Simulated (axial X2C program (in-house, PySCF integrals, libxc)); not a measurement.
# SeGa: from the state search to constants

Aim: find the lowest determinant of SeGa, scan the bond at several levels and fit the constants, once spin-free and once with spin–orbit coupling.

The runs use an in-house X2C program for linear molecules on PySCF integrals; all-electron X2C, Se dyall-cv3z, Ga dyall-cv3z.

All values are calculated.

**1. The job**

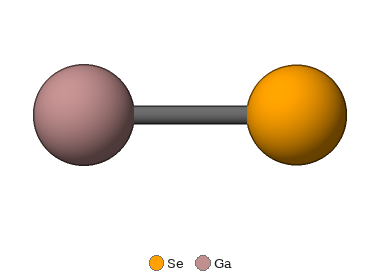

The two atoms at 2.240 Å (selenium orange, gallium pink).

Input file task.json:

```json
{"zs": [34, 31], "q": 0, "bas": ["dyall-cv3z", "dyall-cv3z"], "levels": ["PBE0", "HF", "TPSS"], "cc": true, "r0": 2.24, "thr": -1.0, "nmax": 90, "npts": 10, "nst": 2, "ntry": 6}
```

Keys: zs atomic numbers; q charge; bas basis sets; levels methods (HF also brings MP2); cc coupled cluster on or off; r0 starting distance in Å; thr threshold in hartree for freezing inner shells (an s shell follows its p shell); nmax most natural virtual spinors; npts points asked for on the curve; nst determinants followed; ntry starts of the search.

The run is started by

```sh
python so2c.py task.json out
```

Spin-free means the one-electron spin-free X2C Hamiltonian; two-component (2c) means X2C with spin–orbit coupling and atomic mean-field two-electron Coulomb and Gaunt terms. Basis: Se dyall-cv3z contracted to [8s9p6d4f1g], Ga dyall-cv3z contracted to [9s9p7d4f1g]; Gaussian nuclei, density fitting. Masses: Se 79.917 u, Ga 68.926 u.

Notation: σ, π±, δ± give the projection m of an orbital's angular momentum (0, ±1, ±2), α and β its spin, Λ and M_S the sums; ω is the projection of a spinor's total angular momentum and Ω the sum. Logs are in hartree.

The results follow Hamiltonian by Hamiltonian and level by level.

**2. Which state to follow**

Determinants are compared with PBE0 at 2.240 Å.

Spin-free determinants:

```csv
ΔE (eV),state,open shells
0.00,"M_S = 1/2, Λ = 0",beyond closed shells: σα
0.42,"M_S = 1/2, Λ = 1","beyond closed shells: π+α, π+β, π-α"
3.18,"M_S = 3/2, Λ = 2","beyond closed shells: σα, 2 × π+α, π+β, π-α"
3.18,"M_S = 3/2, Λ = 0","beyond closed shells: σα, π+α, π+β, 2 × π-α"
3.44,"M_S = 1/2, Λ = 2","beyond closed shells: σα, 2 × π+α, π+β, π-β"
3.74,"M_S = 1/2, Λ = 2","beyond closed shells: σα, π+α, 2 × π+β, π-α"
```

Two-component determinants:

```
ΔE (eV)    state                                  open shells
   0.00  Ω = 1/2                excess of +ω over −ω: ω = 1/2
   0.33  Ω = 3/2                excess of +ω over −ω: ω = 3/2
   3.14  Ω = 7/2   excess of +ω over −ω: ω = 1/2, 2 × ω = 3/2
   3.34  Ω = 3/2                excess of +ω over −ω: ω = 3/2
   3.59  Ω = 5/2   excess of +ω over −ω: 2 × ω = 1/2, ω = 3/2
   3.62  Ω = 5/2   excess of +ω over −ω: 2 × ω = 1/2, ω = 3/2
   3.63  Ω = 1/2  excess of +ω over −ω: 2 × ω = -1/2, ω = 3/2
```

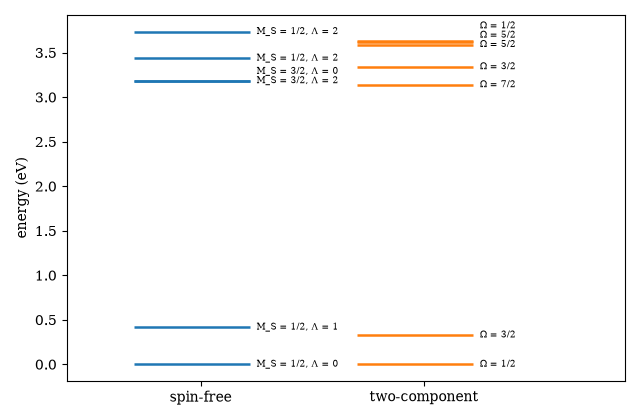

The determinants found, each set from its own lowest.

**3. PBE0, spin-free**

State followed: M_S = 1/2, Λ = 0 (beyond closed shells: σα). The scan is laid around 2.209 Å, a first estimate of the minimum, and this SCF restarts from the orbitals of the search.

Output at 2.209 Å:

```text
spin-free X2C-1e  PBE0
basis functions 210  fitting functions 1214  grid points 5797
iter        total energy     max residual
   1      -4372.817918791     1.70e+00
   2      -4373.365788638     8.59e-03
   3      -4373.365285814     1.24e-02
   4      -4373.366891504     1.29e-03
   5      -4373.366894064     1.12e-03
   6      -4373.366926068     3.32e-04
   7      -4373.366929170     1.09e-04
   8      -4373.366929302     2.46e-05
   9      -4373.366929326     1.72e-05
  10      -4373.366929339     1.90e-06
  11      -4373.366929339     1.08e-06
converged
one-electron -6593.41795821  Coulomb 2131.82257631  exact exchange -40.32475054  xc functional -123.93786993  nuclear repulsion 252.49107302
```

Along the bond, energies from the lowest point:

| R (Å) | E (eV) | μ (D) | HOMO (eV) | LUMO (eV) | iterations |
| --- | --- | --- | --- | --- | --- |
| 2.076 | 0.1114 | 2.69 | -7.06 | -4.31 | 11 |
| 2.143 | 0.0161 | 2.89 | -6.93 | -4.39 | 12 |
| 2.209 | 0.0000 | 3.09 | -6.80 | -4.45 | 11 |
| 2.286 | 0.0521 | 3.33 | -6.67 | -4.51 | 12 |
| 2.364 | 0.1552 | 3.57 | -6.54 | -4.53 | 12 |
| 2.463 | 0.3328 | 3.92 | -6.38 | -4.53 | 12 |

Dipoles are positive if Ga is the positive end.

Outer orbitals at the reference distance:

```tsv
symmetry	occupied	ε (eV)	atomic character
σα	yes	-23.60	97% Ga d
σβ	yes	-23.44	98% Ga d
δ+α	yes	-23.42	100% Ga d
δ-α	yes	-23.42	100% Ga d
π-α	yes	-23.40	100% Ga d
π+α	yes	-23.40	100% Ga d
δ-β	yes	-23.39	100% Ga d
δ+β	yes	-23.39	100% Ga d
π+β	yes	-23.34	100% Ga d
π-β	yes	-23.34	100% Ga d
σα	yes	-18.90	72% Se s, 10% Ga p, 10% Ga s
σβ	yes	-18.28	72% Se s, 10% Ga s, 10% Ga p
σα	yes	-11.43	53% Ga s, 36% Se p, 6% Se s
σβ	yes	-10.45	54% Ga s, 34% Se p, 7% Se s
σα	yes	-7.41	39% Se p, 37% Ga p, 21% Ga s
π-α	yes	-6.98	78% Se p, 16% Ga p, 4% Ga d
π+α	yes	-6.98	78% Se p, 16% Ga p, 4% Ga d
π+β	yes	-6.80	78% Se p, 15% Ga p, 5% Ga d
π-β	yes	-6.80	78% Se p, 15% Ga p, 5% Ga d
σβ	no	-4.45	39% Se p, 35% Ga p, 23% Ga s
π+α	no	-1.75	77% Ga p, 12% Se p, 6% Ga d
π-α	no	-1.75	77% Ga p, 12% Se p, 6% Ga d
π+β	no	-1.37	78% Ga p, 12% Se p, 5% Se d
```

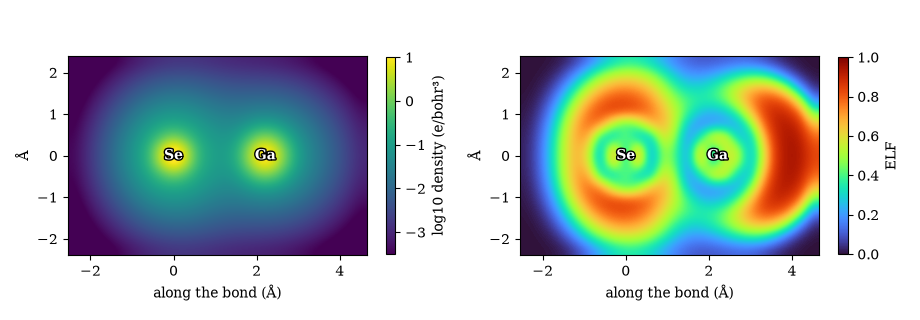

PBE0 fields in a plane through the axis, from a grid of 0.3 Å; Se lies at z = 0 and Ga at z = 2.209 Å; the ELF is damped to zero where the density is low.

Re = 2.191 Å, ωe = 322 cm⁻¹, ωexe = 1.25 cm⁻¹, Be = 0.09485 cm⁻¹, De = 3.29 eV, μ = 3.03 D.

**4. HF, spin-free**

The SCF at the reference distance of 2.209 Å:

```text
spin-free X2C-1e  HF
basis functions 210  fitting functions 1214  grid points 5797
iter        total energy     max residual
   1      -4370.403311025     1.82e-01
   2      -4370.439792782     1.12e-02
   3      -4370.441253534     9.95e-03
   4      -4370.441840565     1.60e-03
   5      -4370.441950074     8.23e-04
   6      -4370.441973821     4.79e-04
   7      -4370.441984378     1.63e-04
   8      -4370.441987302     1.10e-04
   9      -4370.441988625     8.11e-05
  10      -4370.441989728     3.35e-05
  11      -4370.441989962     1.07e-05
  12      -4370.441989983     6.19e-06
  13      -4370.441989987     4.68e-06
  14      -4370.441989990     2.44e-06
  15      -4370.441989990     8.13e-07
converged
one-electron -6594.01520178  Coulomb 2132.58589427  exact exchange -161.50375550  xc functional 0.00000000  nuclear repulsion 252.49107302
```

Re = 2.228 Å, ωe = 274.0 cm⁻¹, Be = 0.09173 cm⁻¹, De = 1.70 eV, μ = 3.88 D.

**5. TPSS, spin-free**

The SCF at the reference distance of 2.209 Å:

```text
spin-free X2C-1e  TPSS
basis functions 210  fitting functions 1214  grid points 5797
iter        total energy     max residual
   1      -4373.835816723     2.25e-02
   2      -4373.837239385     1.99e-02
   3      -4373.837493989     1.66e-02
   4      -4373.839015659     3.46e-03
   5      -4373.839201134     2.44e-03
   6      -4373.839393537     3.51e-04
   7      -4373.839396998     2.88e-05
   8      -4373.839397035     1.70e-05
   9      -4373.839397043     6.66e-06
  10      -4373.839397046     1.97e-06
  11      -4373.839397046     4.77e-07
converged
one-electron -6592.30578155  Coulomb 2130.63513051  exact exchange 0.00000000  xc functional -164.65981902  nuclear repulsion 252.49107302
```

Re = 2.195 Å, ωe = 320 cm⁻¹, ωexe = 1.21 cm⁻¹, Be = 0.09453 cm⁻¹, De = 3.47 eV, μ = 2.83 D.

**6. MP2 and beyond, spin-free**

Correlated methods: 9 electrons correlated (frozen shells, counted by type: Se 3 s, 2 p, 1 d; Ga 3 s, 2 p, 1 d), 275 virtual spinors in MP2, 90 natural virtuals in coupled cluster.

Output of the correlated part at 2.209 Å:

```text
correlated 9  virtual 275  natural virtual 90  E(MP2) -0.192191784  MP2 remainder -0.004830607
iter   CCSD correlation   residual
   1     -0.199269708   1.22e-01
   2     -0.205500161   5.51e-02
   3     -0.207905466   2.61e-02
   4     -0.208047899   1.02e-02
   5     -0.208149941   4.20e-03
   6     -0.208164438   2.02e-03
   7     -0.208169662   8.00e-04
   8     -0.208171470   2.60e-04
   9     -0.208170079   9.46e-05
  10     -0.208170839   3.54e-05
  11     -0.208170847   1.29e-05
(T) -0.011841407  T1 0.0392  D1 0.0582  max T2 0.071
```

T1 in the output is the amplitude norm over the root of the electron number; divide by √2 for the Lee–Taylor value.

MP2: Re = 2.176 Å, ωe = 358 cm⁻¹, Be = 0.09623 cm⁻¹, De = 3.19 eV.

CCSD: Re = 2.217 Å, ωe = 314 cm⁻¹, ωexe = 1.25 cm⁻¹, Be = 0.09265 cm⁻¹, De = 2.89 eV. T1 at Re = 0.028 (Lee–Taylor, the printed value over √2).

CCSD(T): Re = 2.214 Å, ωe = 322 cm⁻¹, ωexe = 1.28 cm⁻¹, Be = 0.0929 cm⁻¹, De = 3.09 eV. T1 at Re = 0.028 (Lee–Taylor, the printed value over √2).

**7. A higher determinant, spin-free**

State: M_S = 1/2, Λ = 1 (beyond closed shells: π+α, π+β, π-α).

Output at the reference distance:

```text
spin-free X2C-1e  PBE0
basis functions 210  fitting functions 1214  grid points 5797
iter        total energy     max residual
   1      -4372.775182200     1.72e+00
   2      -4373.347154726     8.73e-03
   3      -4373.347042873     1.35e-02
   4      -4373.348112049     1.07e-03
   5      -4373.348129851     5.49e-04
   6      -4373.348133373     2.03e-04
   7      -4373.348133722     3.69e-05
   8      -4373.348133740     6.42e-06
   9      -4373.348133741     2.38e-06
converged
one-electron -6593.57466548  Coulomb 2132.01877917  exact exchange -40.33289120  xc functional -123.95042925  nuclear repulsion 252.49107302
```

| R (Å) | E above the lowest PBE0 point (eV) |
| --- | --- |
| 2.076 | 1.087 |
| 2.143 | 0.748 |
| 2.209 | 0.511 |
| 2.286 | 0.336 |
| 2.364 | 0.245 |
| 2.463 | 0.218 |

No constants are quoted: the lowest point is the long end of the scan.

**8. The spin-free curves together**

Energy (eV) of the followed determinant, spin-free, from each level's lowest point:

| R (Å) | PBE0 | HF | MP2 | CCSD | CCSD(T) | TPSS |
| --- | --- | --- | --- | --- | --- | --- |
| 2.076 | 0.111 | 0.159 | 0.097 | 0.169 | 0.169 | 0.119 |
| 2.143 | 0.016 | 0.042 | 0.002 | 0.042 | 0.041 | 0.020 |
| 2.209 | 0.000 | 0.000 | 0.000 | 0.000 | 0.000 | 0.000 |
| 2.286 | 0.052 | 0.013 | 0.077 | 0.028 | 0.032 | 0.049 |
| 2.364 | 0.155 | 0.072 | 0.203 | 0.112 | 0.123 | 0.149 |
| 2.463 | 0.333 | 0.189 | 0.402 | 0.271 | 0.291 | 0.325 |

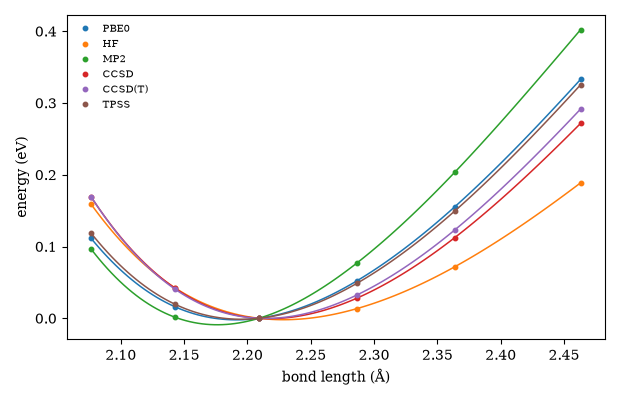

Curves of the followed state, spin-free, each from its own lowest point.

**9. PBE0, 2c**

State followed: Ω = 1/2 (excess of +ω over −ω: ω = 1/2). The scan is laid around 2.209 Å, a first estimate of the minimum, and this SCF restarts from the orbitals of the search.

Output at 2.209 Å:

```text
two-component X2C + atomic mean field  PBE0
basis functions 210  fitting functions 1214  grid points 5797
iter        total energy     max residual
   1      -4371.390380271     1.71e+00
   2      -4371.941319048     8.60e-03
   3      -4371.940840383     1.24e-02
   4      -4371.942416808     1.25e-03
   5      -4371.942421083     1.08e-03
   6      -4371.942450048     3.33e-04
   7      -4371.942453607     1.11e-04
   8      -4371.942454075     3.60e-05
   9      -4371.942454428     2.22e-05
  10      -4371.942454600     1.27e-05
  11      -4371.942454657     5.26e-06
  12      -4371.942454668     1.29e-06
  13      -4371.942454669     3.79e-07
converged
one-electron -6589.77906153  Coulomb 2131.08754860  exact exchange -40.31001485  xc functional -123.89229659  nuclear repulsion 252.49107302  atomic mean-field constant -1.53970333
```

Along the bond, energies from the lowest point:

| R (Å) | E (eV) | μ (D) | HOMO (eV) | LUMO (eV) | iterations |
| --- | --- | --- | --- | --- | --- |
| 2.076 | 0.1203 | 2.66 | -6.95 | -4.30 | 13 |
| 2.143 | 0.0210 | 2.85 | -6.83 | -4.38 | 13 |
| 2.209 | 0.0000 | 3.04 | -6.71 | -4.45 | 13 |
| 2.286 | 0.0443 | 3.24 | -6.59 | -4.50 | 14 |
| 2.364 | 0.1353 | 3.42 | -6.51 | -4.52 | 15 |
| 2.463 | 0.2668 | 2.76 | -6.47 | -4.52 | 25 |

Dipoles are positive if Ga is the positive end.

Outer spinors at the reference distance:

| ω | occupied | ε (eV) | atomic character | λ mixture |
| --- | --- | --- | --- | --- |
| 1/2 | yes | -23.73 | 98% Ga d | 69% σ, 31% π |
| -1/2 | yes | -23.66 | 99% Ga d | 55% π, 45% σ |
| -3/2 | yes | -23.66 | 100% Ga d | 85% δ, 15% π |
| 3/2 | yes | -23.65 | 100% Ga d | 79% δ, 21% π |
| 1/2 | yes | -23.28 | 99% Ga d | 69% π, 31% σ |
| -1/2 | yes | -23.26 | 99% Ga d | 55% σ, 45% π |
| 5/2 | yes | -23.24 | 100% Ga d | 100% δ |
| 3/2 | yes | -23.22 | 100% Ga d | 79% π, 21% δ |
| -5/2 | yes | -23.21 | 100% Ga d | 100% δ |
| -3/2 | yes | -23.18 | 100% Ga d | 85% π, 15% δ |
| 1/2 | yes | -18.90 | 72% Se s, 10% Ga p, 9% Ga s | 100% σ |
| -1/2 | yes | -18.30 | 72% Se s, 10% Ga s, 10% Ga p | 100% σ |
| 1/2 | yes | -11.41 | 53% Ga s, 36% Se p, 6% Se s | 100% σ |
| -1/2 | yes | -10.46 | 53% Ga s, 35% Se p, 7% Se s | 100% σ |
| 1/2 | yes | -7.40 | 40% Se p, 36% Ga p, 20% Ga s | 96% σ, 4% π |
| -1/2 | yes | -7.10 | 78% Se p, 15% Ga p, 4% Ga d | 98% π, 2% σ |
| 1/2 | yes | -6.92 | 78% Se p, 16% Ga p, 5% Ga d | 96% π, 4% σ |
| 3/2 | yes | -6.87 | 78% Se p, 16% Ga p, 5% Ga d | 100% π |
| -3/2 | yes | -6.71 | 78% Se p, 16% Ga p, 5% Ga d | 100% π |
| -1/2 | no | -4.45 | 39% Se p, 35% Ga p, 22% Ga s | 98% σ, 2% π |
| -1/2 | no | -1.78 | 78% Ga p, 12% Se p, 5% Ga d | 100% π |
| 3/2 | no | -1.69 | 77% Ga p, 12% Se p, 6% Ga d | 100% π |
| 1/2 | no | -1.42 | 79% Ga p, 12% Se p, 5% Se d | 100% π |

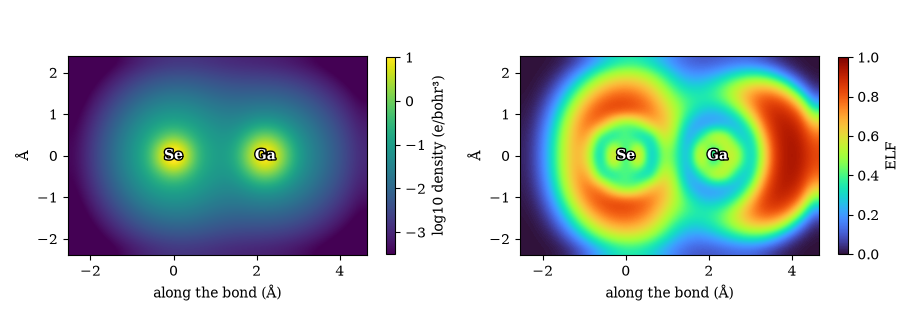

PBE0 fields in a plane through the axis, from a grid of 0.3 Å; Se lies at z = 0 and Ga at z = 2.209 Å; the ELF is damped to zero where the density is low.

No constants are quoted: the solution changes its character somewhere along the scan, so the fit is set aside.

**10. HF, 2c**

Output at 2.209 Å:

```text
two-component X2C + atomic mean field  HF
basis functions 210  fitting functions 1214  grid points 5797
iter        total energy     max residual
   1      -4368.980202620     1.82e-01
   2      -4369.016718051     1.13e-02
   3      -4369.018219676     9.98e-03
   4      -4369.018822151     1.55e-03
   5      -4369.018956621     7.73e-04
   6      -4369.018997599     4.27e-04
   7      -4369.019028056     3.69e-04
   8      -4369.019051580     3.32e-04
   9      -4369.019077073     3.00e-04
  10      -4369.019118760     2.39e-04
  11      -4369.019149509     1.73e-04
  12      -4369.019177688     1.07e-04
  13      -4369.019189254     6.64e-05
  14      -4369.019193169     3.84e-05
  15      -4369.019193760     2.15e-05
  16      -4369.019193835     1.08e-05
  17      -4369.019193861     6.37e-06
  18      -4369.019193866     3.18e-06
  19      -4369.019193867     9.82e-07
converged
one-electron -6590.37970270  Coulomb 2131.85483210  exact exchange -161.44569296  xc functional 0.00000000  nuclear repulsion 252.49107302  atomic mean-field constant -1.53970333
```

No constants are quoted: the lowest point is the long end of the scan.

**11. TPSS, 2c**

Output at 2.209 Å:

```text
two-component X2C + atomic mean field  TPSS
basis functions 210  fitting functions 1214  grid points 5797
iter        total energy     max residual
   1      -4372.410614477     2.25e-02
   2      -4372.412139456     2.00e-02
   3      -4372.412472885     1.69e-02
   4      -4372.413984629     2.91e-03
   5      -4372.414028628     2.63e-03
   6      -4372.414256634     3.76e-04
   7      -4372.414259280     2.55e-05
   8      -4372.414259308     1.52e-05
   9      -4372.414259314     5.82e-06
  10      -4372.414259316     1.80e-06
  11      -4372.414259316     4.58e-07
converged
one-electron -6588.66150858  Coulomb 2129.89478817  exact exchange 0.00000000  xc functional -164.59890860  nuclear repulsion 252.49107302  atomic mean-field constant -1.53970333
```

Re = 2.199 Å, ωe = 316 cm⁻¹, ωexe = 1.33 cm⁻¹, Be = 0.09421 cm⁻¹, De = 3.45 eV, μ = 2.82 D.

**12. MP2 and beyond, 2c**

Correlated methods: 9 electrons correlated (frozen shells, counted by type: Se 3 s, 2 p, 1 d; Ga 3 s, 2 p, 1 d), 275 virtual spinors in MP2, 90 natural virtuals in coupled cluster.

Output of the correlated part at 2.209 Å:

```text
correlated 9  virtual 275  natural virtual 90  E(MP2) -0.190176589  MP2 remainder -0.004873420
iter   CCSD correlation   residual
   1     -0.198251093   1.21e-01
   2     -0.204780659   5.51e-02
   3     -0.207090576   2.63e-02
   4     -0.207286669   1.16e-02
   5     -0.207418767   6.06e-03
   6     -0.207458440   4.27e-03
   7     -0.207493844   3.12e-03
   8     -0.207515376   2.15e-03
   9     -0.207525368   1.36e-03
  10     -0.207536934   6.09e-04
  11     -0.207543900   2.53e-04
  12     -0.207545844   9.34e-05
  13     -0.207546735   3.93e-05
  14     -0.207546874   1.87e-05
  15     -0.207547100   9.74e-06
  16     -0.207547138   5.27e-06
  17     -0.207547210   3.35e-06
  18     -0.207547216   2.13e-06
(T) -0.011561073  T1 0.0475  D1 0.0930  max T2 0.065
```

MP2: No constants are quoted: the reference changes its character somewhere along the scan, so the fit is set aside.

CCSD: No constants are quoted: the reference changes its character somewhere along the scan, so the fit is set aside.

CCSD(T): No constants are quoted: the reference changes its character somewhere along the scan, so the fit is set aside.

**13. A higher determinant, 2c**

State: Ω = 3/2 (excess of +ω over −ω: ω = 3/2).

Output at the reference distance:

```text
two-component X2C + atomic mean field  PBE0
basis functions 210  fitting functions 1214  grid points 5797
iter        total energy     max residual
   1      -4371.351778266     1.72e+00
   2      -4371.926009398     8.73e-03
   3      -4371.925900176     1.35e-02
   4      -4371.926963718     1.06e-03
   5      -4371.926981362     5.49e-04
   6      -4371.926984896     2.04e-04
   7      -4371.926985246     3.69e-05
   8      -4371.926985265     6.49e-06
   9      -4371.926985266     2.42e-06
converged
one-electron -6589.97182755  Coulomb 2131.31738111  exact exchange -40.31827256  xc functional -123.90563597  nuclear repulsion 252.49107302  atomic mean-field constant -1.53970333
```

| R (Å) | E above the lowest PBE0 point (eV) |
| --- | --- |
| 2.076 | 0.997 |
| 2.143 | 0.658 |
| 2.209 | 0.421 |
| 2.286 | 0.245 |
| 2.364 | 0.153 |
| 2.463 | 0.126 |

No constants are quoted: the lowest point is the long end of the scan.

**14. The 2c curves together**

Energy (eV) of the followed determinant, 2c, from each level's lowest point:

| R (Å) | PBE0 (jumps) | HF (jumps) | MP2 (its reference jumps) | CCSD (its reference jumps) | CCSD(T) (its reference jumps) | TPSS |
| --- | --- | --- | --- | --- | --- | --- |
| 2.076 | 0.120 | 0.247 | 0.092 | 0.179 | 0.174 | 0.125 |
| 2.143 | 0.021 | 0.123 | 0.000 | 0.048 | 0.042 | 0.023 |
| 2.209 | 0.000 | 0.067 | 0.017 | 0.000 | 0.000 | 0.000 |
| 2.286 | 0.044 | 0.035 | 0.208 | 0.037 | 0.059 | 0.044 |
| 2.364 | 0.135 | 0.002 | 0.291 | 0.096 | 0.149 | 0.139 |
| 2.463 | 0.267 | 0.000 | 0.312 | 0.129 | 0.202 | 0.306 |

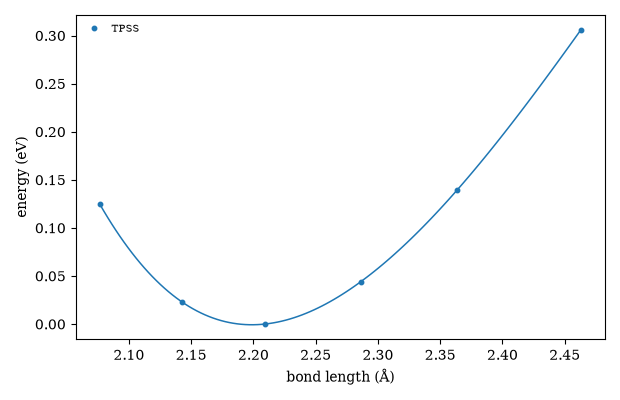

Curves of the followed state, 2c, each from its own lowest point. Left out: PBE0, HF, MP2, CCSD, CCSD(T).

Time for the job: 3.5 min (1 thread, shared host).

**15. Constants**

Lowest determinant that the search found at its distance, spin-free: M_S = 1/2, Λ = 0 (beyond closed shells: σα).

Lowest determinant that the search found at its distance, 2c: Ω = 1/2 (excess of +ω over −ω: ω = 1/2).

| Hamiltonian | level | Re (Å) | ωe (cm⁻¹) | De (eV) | μ (D) |
| --- | --- | --- | --- | --- | --- |
| spin-free | PBE0 | 2.191 | 322 | 3.29 | 3.03 |
| spin-free | HF | 2.228 | 274.0 | 1.70 | 3.88 |
| spin-free | MP2 | 2.176 | 358 | 3.19 | n/a |
| spin-free | CCSD | 2.217 | 314 | 2.89 | n/a |
| spin-free | CCSD(T) | 2.214 | 322 | 3.09 | n/a |
| spin-free | TPSS | 2.195 | 320 | 3.47 | 2.83 |
| 2c | TPSS | 2.199 | 316 | 3.45 | 2.82 |

Dipoles are positive if Ga is the positive end. No constants: 2c PBE0 (the solution changes its character somewhere along the scan, so the fit is set aside); 2c HF (the lowest point is the long end of the scan); 2c MP2 (the reference changes its character somewhere along the scan, so the fit is set aside); 2c CCSD (the reference changes its character somewhere along the scan, so the fit is set aside); 2c CCSD(T) (the reference changes its character somewhere along the scan, so the fit is set aside).

Time per point (s) on 1 thread, shared host (2c runs); the times are rough: TPSS 1.4.

What this shows: At TPSS, going from spin-free to two-component changes Re by +4 mÅ, ωe by -1.3 %, which is small (part of it comes from the scalar share of the two-electron terms). De moves by -0.02 eV; both De rest on single-determinant atoms, which can miss part of an open shell's spin–orbit lowering.

De refers to Se + Ga, each in the lowest determinant found, which need not be this curve's own limit. The state is a single determinant with fixed occupations, the lowest that a limited PBE0 search found. Dissociation energies refer to the lowest single-determinant-based atoms at the same level and basis. Density functionals use the spin component along the axis (collinear). CCSD and (T) use frozen natural virtuals with an MP2 correction for the truncation. The meta-GGAs lack a current-density term, which matters for open shells with orbital currents, atoms included. With the outer-core shells frozen, correlated bond lengths of heavy atoms tend to come out a few hundredths of an ångström too long. T1 at Re is 0.028 (Lee–Taylor), above the customary mark of 0.02.
